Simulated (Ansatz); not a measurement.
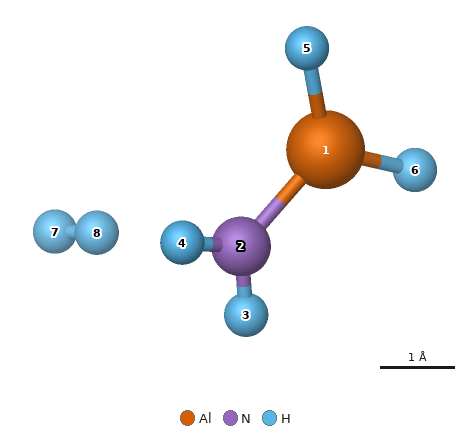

The starting structure (ball-and-stick view, seen at a tilt; atoms are numbered from 1 in the order of the input). Sticks mark near contacts. Bond lengths as drawn: Al–H 1.57 Å, Al–N 1.77 Å, H–H 0.75 Å and H–N 1.01 Å.

# Nudged elastic band, with input and output: AlNH₆

System: AlNH₆.
Method: RKS BHLYP-D4/def2-SVP (Ansatz 0.2.0).

The run did not end well. One setting was made poor on purpose. It belongs to a series of runs on one base structure; here: band between the two ends.

**Input file**
```yaml
crystal:
  periodic: [false, false, false]
  atoms:
    - { symbol: Al, position_ang: [0.081245, -0.741288, 0.091725] }
    - { symbol: "N", position_ang: [0.010126, -0.125305, 1.746179] }
    - { symbol: H, position_ang: [-0.828194, -0.043953, 2.299017] }
    - { symbol: H, position_ang: [0.807133, 0.152773, 2.296192] }
    - { symbol: H, position_ang: [1.488315, -0.827925, -0.605196] }
    - { symbol: H, position_ang: [-1.265965, -1.167286, -0.598478] }
    - { symbol: H, position_ang: [-0.397724, 3.312921, 1.623134] }
    - { symbol: H, position_ang: [-0.310134, 2.563264, 1.613828] }
basis:
  gaussian: { orbitals: def2-SVP }
hamiltonian:
  xc: { name: BHLYP }
  dispersion: d4
neb:
  order_check: false
  images: 5
  f_tol: 0.05
  max_iterations: 6
  final_atoms:
    - { symbol: Al, position_ang: [-0.03162703, 0.40900493, -0.02348734] }
    - { symbol: "N", position_ang: [-0.07064394, 0.3738626, 2.05966155] }
    - { symbol: H, position_ang: [-0.73001515, -0.31540699, 2.40317798] }
    - { symbol: H, position_ang: [0.83996783, 0.14322221, 2.4410722] }
    - { symbol: H, position_ang: [1.37612561, -0.2953564, -0.26955636] }
    - { symbol: H, position_ang: [-1.34094877, -0.44805528, -0.3226618] }
    - { symbol: H, position_ang: [-0.11532846, 1.98224079, -0.26116385] }
    - { symbol: H, position_ang: [-0.3427281, 1.27368914, 2.43935862] }
  initial_path:
    images:
      - { positions_ang: [[0.081245, -0.741288, 0.091725], [0.010126, -0.125305, 1.746179], [-0.828194, -0.043953, 2.299017], [0.807133, 0.152773, 2.296192], [1.488315, -0.827925, -0.605196], [-1.265965, -1.167286, -0.598478], [-0.397724, 3.312921, 1.623134], [-0.310134, 2.563264, 1.613828]] }
      - { positions_ang: [[0.05840596, -0.53567538, 0.07960861], [0.00351059, -0.03373674, 1.93368101], [-0.84890581, -0.04999273, 2.48585755], [0.82489086, 0.26476493, 2.46747381], [1.44932751, -0.62166788, -0.6389882], [-1.28746662, -0.85417167, -0.64272047], [-0.34375272, 2.76913581, 1.22350763], [-0.27120775, 2.18454466, 1.55798106]] }
      - { positions_ang: [[0.03556692, -0.33006275, 0.06749222], [-0.00310483, 0.05783152, 2.12118301], [-0.86961763, -0.05603246, 2.6726981], [0.84264872, 0.37675687, 2.63875562], [1.41034001, -0.41541077, -0.6727804], [-1.30896824, -0.54105735, -0.68696294], [-0.28978144, 2.22535062, 0.82388126], [-0.23228151, 1.80582533, 1.50213412]] }
      - { positions_ang: [[0.01272787, -0.12445013, 0.05537583], [-0.00972024, 0.14939978, 2.30868502], [-0.89032944, -0.06207219, 2.85953866], [0.86040658, 0.4887488, 2.81003744], [1.37135252, -0.20915365, -0.70657259], [-1.33046987, -0.22794302, -0.73120541], [-0.23581016, 1.68156542, 0.4242549], [-0.19335526, 1.42710599, 1.44628717]] }
      - { positions_ang: [[-0.00205709, 0.05336822, 0.02908811], [-0.03002814, 0.22422072, 2.2256772], [-0.83689134, -0.14651712, 2.70741843], [0.85359367, 0.37357327, 2.68704903], [1.37294355, -0.2378879, -0.56090052], [-1.33396283, -0.30131377, -0.59502421], [-0.19564959, 1.78179055, 0.19578198], [-0.24314621, 1.37596704, 1.77731099]] }
      - { positions_ang: [[-0.01684206, 0.23118658, 0.00280038], [-0.05033604, 0.29904166, 2.14266937], [-0.78345325, -0.23096206, 2.5552982], [0.84678075, 0.25839774, 2.56406061], [1.37453458, -0.26662215, -0.41522844], [-1.3374558, -0.37468452, -0.458843], [-0.15548903, 1.88201567, -0.03269093], [-0.29293715, 1.32482809, 2.1083348]] }
      - { positions_ang: [[-0.03162703, 0.40900493, -0.02348734], [-0.07064394, 0.3738626, 2.05966155], [-0.73001515, -0.31540699, 2.40317798], [0.83996783, 0.14322221, 2.4410722], [1.37612561, -0.2953564, -0.26955636], [-1.34094877, -0.44805528, -0.3226618], [-0.11532846, 1.98224079, -0.26116385], [-0.3427281, 1.27368914, 2.43935862]] }
```

Command:
```bash
ansatz run input.yaml --threads 1 --pin off --max-ram 2048MiB --backend cpu --events-out ev --progress --plain --runs-dir out
```

**What the program printed**
```
Engine: ansatz 0.2.0, x86_64-unknown-linux-gnu
Functional definition: BHLYP
  parameter a = 0.5
  exchange = (1 - a)*b88_x + a*exact_x
  correlation = lyp_c
652 factors; integrals over basis functions are off by at most 3.2e-4 eV
mean field evaluation 1: about -8175.8936 eV, gradient 4.6e1 eV
mean field evaluation 2: about -8173.0891 eV, gradient 5.6e1 eV
mean field evaluation 4: about -8180.2274 eV, gradient 3.2e-1 eV
mean field evaluation 8: about -8180.2283 eV, gradient 1.0e-2 eV
mean field -8180.22826462 eV, -300.6178439668 hartree, gradient 3.8e-5 eV, S^2 0.000000; 0 other end points of the search recorded, 0 dependent functions left out
the calculation of the forces begins
reference -8180.22843700 eV, -300.6178503016 hartree; 13, 13 occupied and 49, 49 virtual orbitals, 652 factors
652 factors; integrals over basis functions are off by at most 1.1e-3 eV
mean field evaluation 16: about -8180.8375 eV, gradient 1.7e0 eV
mean field -8180.84508042 eV, -300.6405115295 hartree, gradient 5.8e-5 eV, S^2 0.000000; 0 other end points of the search recorded, 0 dependent functions left out
[... from here on the field's lines of each further geometry are left out, up to the last ...]
NEB iter   1: max|band force component| = 3.887e0 eV/Å  barrier→ = 2.2431 eV  barrier← = 2.8720 eV  Δτ_max = 0.2000 Å  (147 SCF iters)
NEB iter   2: max|band force component| = 1.822e0 eV/Å  barrier→ = 1.0996 eV  barrier← = 1.7285 eV  Δτ_max = 0.2000 Å  (125 SCF iters)
NEB iter   3: max|band force component| = 3.870e0 eV/Å  barrier→ = 0.9604 eV  barrier← = 1.5893 eV  Δτ_max = 0.1005 Å  (122 SCF iters)
NEB iter   4: max|band force component| = 1.198e0 eV/Å  barrier→ = 0.6628 eV  barrier← = 1.2918 eV  Δτ_max = 0.2000 Å  (107 SCF iters)
NEB iter   5: max|band force component| = 2.238e0 eV/Å  barrier→ = 1.1100 eV  barrier← = 1.7389 eV  Δτ_max = 0.1001 Å  (115 SCF iters)
the calculation of the forces begins
reference -8179.24990585 eV, -300.5818899452 hartree; 13, 13 occupied and 49, 49 virtual orbitals, 652 factors
these checks for a lower state are left out or cut short: starts, cluster_reference, orbital_swaps, neighbouring_geometries, increment
652 factors; integrals over basis functions are off by at most 1.5e-3 eV
mean field -8180.53856814 eV, -300.6292474108 hartree, gradient 1.3e-5 eV, S^2 0.000000; 0 other end points of the search recorded, 0 dependent functions left out
the calculation of the forces begins
reference -8180.53872386 eV, -300.6292531334 hartree; 13, 13 occupied and 49, 49 virtual orbitals, 652 factors
NEB iter   6: max|band force component| = 1.039e0 eV/Å  barrier→ = 0.9617 eV  barrier← = 1.5906 eV  Δτ_max = 0.2000 Å  (112 SCF iters)
```

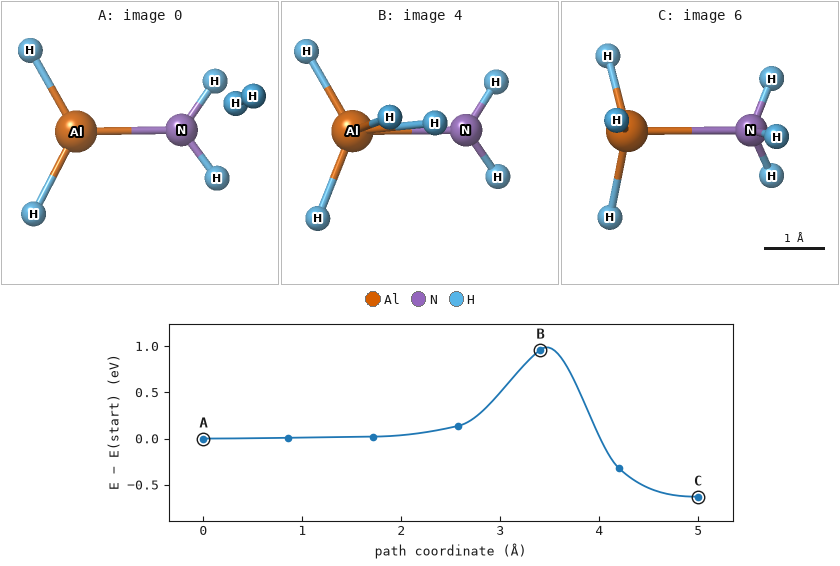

Images of the last band (counted from 0; ball-and-stick, seen on its broad side) above the energy along the path; the line is a cubic interpolation that uses the forces. The highest image is number 4, 0.962 eV above the start and 1.591 eV above the end; the end lies 0.629 eV below the start. The path is 5.00 Å long. The band had not converged after 6 iterations.

```
Unfinished report: {"positions_ang":[[0.011143314369737721,-0.008219556503247474,0.19238255889566525],[-0.06850490502372218,0.2730719242352674,2.0734531953688697],[-0.7734732034111939,-0.17834254218931878,2.658658081758909],[0.7650131343761183,0.1992034877197177,2.65297694731978],[1.429027682632452,-0.1761464140717746,-0.4752862288058114],[-1.3919369879633459,-0.38468134255623593,-0.41230882108978617],[-0.1810376378871293,1.8947946018572803,0.4666638049520325],[-0.20542937709291678,1.503520851508311,1.3098614716003403]],"unchecked":["starts","cluster_reference","orbital_swaps","neighbouring_geometries","increment"],"mean_field":{"relativity":"none","state":{"energy":{"ev":-8179.249905849096,"hartree":-300.5818899452442},"converged":true,"gradient_ev":0.000016592512387076476,"stability":{"kind":"minimum","curvature_ev":30.134462864442938},"curvature_floor_ev":0.00030000000000000003,"spin_squared":-8.881784197001252e-15},"others":[],"fillings":{"estimated":0,"unestimated":0,"tried":0,"untried":0,"excluded_magnetic_sites":0},"n_dropped_functions":0,"n_trapped_functions":0,"passes":{"evaluations":4,"products":21},"factors":{"origin":"Cholesky decomposition","count":652,"bound_ev":0.001148470852625066},"gradient_stop_ev":0.00009,"reference_kind":"stationary","functional":{"name":"BHLYP","citations":["Becke, J. Chem. Phys. 98, 1372 (1993) doi:10.1063/1.464304","Becke, Phys. Rev. A 38, 3098 (1988) doi:10.1103/PhysRevA.38.3098","Lee, Yang & Parr, Phys. Rev. B 37, 785 (1988) doi:10.1103/PhysRevB.37.785"],"text":"name \"BHLYP\"\ncite \"Becke, J. Chem. Phys. 98, 1372 (1993) doi:10.1063/1.464304\"\ncite \"Becke, Phys. Rev. A 38, 3098 (1988) doi:10.1103/PhysRevA.38.3098\"\ncite \"Lee, Yang & Parr, Phys. Rev. B 37, 785 (1988) doi:10.1103/PhysRevB.37.785\"\nparameter a = 0.5\nexchange = (1 - a)*b88_x + a*exact_x\ncorrelation = lyp_c\n","parameters":{"a":{"value":0.5,"default":0.5}},"final_grid":{"core_spheres":13.0,"valence_spheres":11.0,"degree":36.0},"final_grid_parameter_source":"default","radial_points_factor":1.0,"radial_grid_error_ev":4.671919181681796e-7,"grid_sensitivity":"normal","grid_sensitivity_ratio":0.0009331686670994504},"unsmoothed_excess_ev":-0.00016437960620350838,"symmetry":{"irreps":["A"],"axes":[[0.9999554588742903,-0.009421891980115308,0.0005551747676646879],[0.009435558379378038,0.9993416215736721,-0.0350327507994037],[-0.00022473445877653584,0.035036428785177445,0.999386010584701]],"occupied":[{"A":13},{"A":13}]},"held":{"pivots":652,"left_out":0,"joined":0},"density_repulsion":{"missed_ev":0.000011033591052899699,"excess_ev":0.0,"most_excess_ev":0.0000702,"are_drawn_again":false,"n_first_factors":652,"energy_change_ev":0.0,"n_dropped_ends":0}},"factors":{"origin":"Cholesky decomposition","count":652,"bound_ev":0.001148470852625066},"n_frozen":0,"n_occupied":[13,13],"n_virtual":[49,49],"reference":{"ev":-8179.249905849096,"hartree":-300.5818899452442},"dispersion":{"energy":{"ev":-0.11569591066667612,"hartree":-0.0042517462954954795},"switches_in_reach":[]},"total":{"ev":-8179.365601759762,"hartree":-300.58614169153964},"forces_ev_per_angstrom":[[-0.15318852775885466,0.6400675331916714,0.5426395163961706],[0.1753429023141683,-1.364023486688042,1.0657963453413548],[-0.11356465225487214,0.27397413862456577,-0.47717259973370796],[0.10657436575869503,0.24648043289253524,-0.3833938060135235],[-0.08988577693998301,-0.08274587563391021,0.031612148171352036],[0.09584096004223748,-0.11608201566462491,-0.06114622537789047],[0.003468579617315168,0.052723821949275024,0.03504010066069382],[-0.024587850776170983,0.34960545133071824,-0.753375479443717]],"charge_distribution":{"dipole_moment_e_ang":[0.052178189018533175,-0.18465979629418552,0.42613189614736097],"mulliken_charges_e":[0.6699977085045496,-0.49329065534194605,0.13247311870986944,0.13049714092500042,-0.20860281570815653,-0.20582276395497123,-0.2365485643021863,0.2112968311678297],"lowdin_charges_e":[0.2263250480592074,-0.005270144486865469,0.011192682819271438,0.008110861456903873,-0.13912712416726225,-0.13736510421248993,-0.06700659535814002,0.10314037588933878]},"n_threads":1,"memory_gib":1.7045454550534487,"seconds":{"hamiltonian":0.84065161,"orbitals":0.0,"second_order":0.0,"solver_start":0.0,"cycles":0.0,"cycle":0.0,"perturbative":0.0,"full_ci_increment":0.0,"forces":0.0}}
this run last wrote the band of iteration 6 to [file]
Error: NEB band did not converge after 6 iterations: max|band force component| = 1.04e0 eV/Å (threshold 5.0e-2); raise `neb.max_iterations` in a new run, which can start from the last band evaluated (`neb.initial_path`, with `crystal.atoms` and `neb.final_atoms` set to its first and last images), add images, or start from endpoints closer to local minima. Where this run's directory can be resumed (`checkpoint.write`), a resume goes on for up to `neb.max_iterations` more; to start a new run from the last band, take its images' positions from the `neb_iteration` event of iteration 6 (`data.images[].positions_ang`), in the event stream of the run that computed that iteration (not this run's, if it was resumed behind it). With `checkpoint.write`, `steps/00-neb/state/checkpoint.json` in the run directory holds the last saved band, under `neb.evaluated.images[].positions_ang` (a band under a hybrid functional on support functions is neither saved nor resumed: `neb.initial_path` says where its path is): check the last entry of `neb.iterations` there, which is earlier than 6 if that iteration was not saved or its write failed. If the band's step has no `state` directory and holds `state.next`, a write was cut short, and the file is under `state.next` instead (behind a loss of power it can be under `state.prev`)
this run wrote the band of iteration 6 to [file] as well, whether or not its events were kept: a new run's `neb.initial_path` can list its `images[].positions_ang`
a run's events are kept only if it was started with --events-out <file>, and are in that file
```

**The last band as extended XYZ (Å, eV, eV/Å)**
```
8
Properties=species:S:1:pos:R:3:forces:R:3 image=0 energy=-8180.32710
Al    0.0812   -0.7413    0.0917    0.0024   0.0035  -0.0029
N     0.0101   -0.1253    1.7462   -0.0013   0.0010   0.0010
H    -0.8282   -0.0440    2.2990    0.0046   0.0006   0.0004
H     0.8071    0.1528    2.2962   -0.0053   0.0020  -0.0018
H     1.4883   -0.8279   -0.6052    0.0015  -0.0024   0.0012
H    -1.2660   -1.1673   -0.5985   -0.0023  -0.0007   0.0013
H    -0.3977    3.3129    1.6231    0.0009  -0.0104   0.0028
H    -0.3101    2.5633    1.6138   -0.0004   0.0065  -0.0020
8
Properties=species:S:1:pos:R:3:forces:R:3 image=1 energy=-8180.31858
Al    0.0671   -0.5699    0.1786   -0.0007   0.0160  -0.0423
N     0.0346   -0.2344    1.9117   -0.0070   0.0006  -0.0429
H    -0.7979   -0.2181    2.4780    0.0089   0.0069   0.0351
H     0.8444   -0.0497    2.4809   -0.0053   0.0023   0.0332
H     1.4601   -0.5659   -0.5519   -0.0012  -0.0138   0.0046
H    -1.3027   -0.8367   -0.5473    0.0048  -0.0168   0.0031
H    -0.4059    3.1443    1.1130    0.0001  -0.0077   0.0150
H    -0.3149    2.4536    1.4034    0.0005   0.0126  -0.0058
8
Properties=species:S:1:pos:R:3:forces:R:3 image=2 energy=-8180.30594
Al    0.0499   -0.4005    0.3136   -0.0053   0.0244  -0.0898
N     0.0419   -0.2619    2.0724    0.0140  -0.0364  -0.0875
H    -0.7813   -0.3040    2.6499    0.0303   0.0108   0.0750
H     0.8699   -0.1577    2.6354   -0.0414   0.0030   0.0835
H     1.4354   -0.3355   -0.4284    0.0073  -0.0105   0.0068
H    -1.3238   -0.5717   -0.4334   -0.0048  -0.0194   0.0133
H    -0.3865    2.8174    0.5398   -0.0038   0.0191  -0.0163
H    -0.3207    2.3372    1.1171    0.0037   0.0090   0.0150
8
Properties=species:S:1:pos:R:3:forces:R:3 image=3 energy=-8180.18889
Al    0.0147   -0.1488    0.3782    0.0727  -0.4521  -0.8179
N     0.0262   -0.1203    2.1273   -0.0081  -0.0249   0.8981
H    -0.7797   -0.2095    2.7215   -0.2130  -0.0467  -0.0521
H     0.8149    0.0586    2.7265    0.1839  -0.0653  -0.1294
H     1.3939   -0.1985   -0.3909   -0.0477   0.1559   0.0742
H    -1.3408   -0.3973   -0.3956    0.0320   0.0708   0.1215
H    -0.2927    2.2617    0.3216    0.0112  -0.0573  -0.0079
H    -0.2516    1.8774    0.9777   -0.0310   0.4197  -0.0865
8
Properties=species:S:1:pos:R:3:forces:R:3 image=4 energy=-8179.36544
Al    0.0111   -0.0082    0.1924   -0.1532   0.6401   0.5426
N    -0.0685    0.2731    2.0735    0.1753  -1.3640   1.0658
H    -0.7735   -0.1783    2.6587   -0.1136   0.2740  -0.4772
H     0.7650    0.1992    2.6530    0.1066   0.2465  -0.3834
H     1.4290   -0.1761   -0.4753   -0.0899  -0.0827   0.0316
H    -1.3919   -0.3847   -0.4123    0.0958  -0.1161  -0.0611
H    -0.1810    1.8948    0.4667    0.0035   0.0527   0.0350
H    -0.2054    1.5035    1.3099   -0.0246   0.3496  -0.7534
8
Properties=species:S:1:pos:R:3:forces:R:3 image=5 energy=-8180.65019
Al   -0.0128    0.2647    0.0188   -0.0818   0.3853  -0.3744
N    -0.0561    0.3056    2.0574   -0.0009   0.1112   0.1877
H    -0.7970   -0.1382    2.5873   -0.0612   0.0613  -0.1275
H     0.8051    0.2051    2.5804    0.0725   0.0238  -0.0842
H     1.4173   -0.2397   -0.4402   -0.0226  -0.1341   0.0623
H    -1.3601   -0.4534   -0.4152    0.0734  -0.1393   0.0419
H    -0.1634    1.8771    0.1602    0.0545  -0.0390  -0.4474
H    -0.2482    1.3020    1.9177   -0.0339  -0.2692   0.7416
8
Properties=species:S:1:pos:R:3:forces:R:3 image=6 energy=-8180.95603
Al   -0.0316    0.4090   -0.0235   -0.0002  -0.0009   0.0274
N    -0.0706    0.3739    2.0597    0.0000   0.0001   0.0061
H    -0.7300   -0.3154    2.4032    0.0121  -0.0022  -0.0046
H     0.8400    0.1432    2.4411   -0.0043   0.0116  -0.0053
H     1.3761   -0.2954   -0.2696   -0.0068  -0.0023  -0.0060
H    -1.3409   -0.4481   -0.3227    0.0003   0.0086  -0.0061
H    -0.1153    1.9822   -0.2612    0.0064  -0.0059  -0.0045
H    -0.3427    1.2737    2.4394   -0.0075  -0.0090  -0.0069
```

**What the run reported**

| quantity | value |
| --- | --- |
| outcome | not converged |
| barrier, forward (band not converged) | 0.962 eV |
| barrier, backward | 1.591 eV |
| hardware | 1 thread of Intel Xeon (Granite Rapids), 192 GiB of memory available, shared host |
| wall time | 26 s |
| peak memory | 0.12 GiB |

**Diagnosis**

The run did not converge: “NEB band did not converge after 6 iterations: max|band force component| = 1.04e0 eV/Å (threshold 5.0e-2); raise `neb.max_iterations` in a new run, which can start from the last band evaluated (`neb.initial_path`, with `crystal.atoms` and `neb.final_atoms` set to its first and last images), add images, or start from endpoints closer to local minima …” Its last values are not results. A deliberately poor setting: few iterations.
